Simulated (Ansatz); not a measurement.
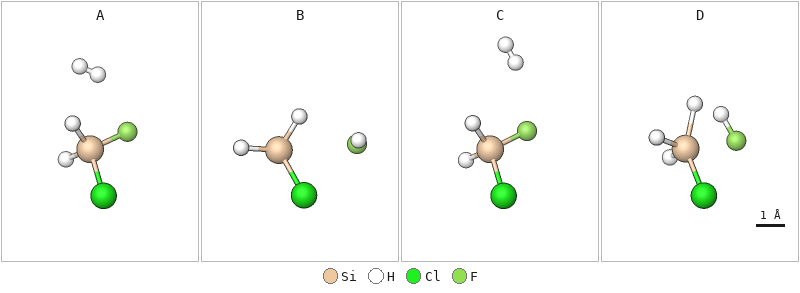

4 geometries from a converged minimum-energy path of SiH4ClF, made up of SiH$_{3}$Cl and HF, shuffled. A ball-and-stick model, seen at a tilt.

Method: RKS PBE-D4/6-31G* in Ansatz. Set-up: 7 movable images; climbing image; force threshold 0.03 eV/Å; iteration limit 60; starting path through a guess of the saddle point.

> Which of them lies highest in energy?

D. In order along the path, whose images run from 0 to 8: B (image 1, +2.3 kcal/mol), D (image 3, +26.5 kcal/mol), A (image 5, −29.1 kcal/mol), C (image 6, −29.8 kcal/mol). Breaking: F–H (0.95 → 2.51 Å), H–Si (1.49 → 4.56 Å). Forming: H–H (3.11 → 0.75 Å), F–Si (3.15 → 1.62 Å).

Limits of the set-up: the start holds two separate molecules, 2.4 Å apart at their closest, whose relative position is a soft coordinate.
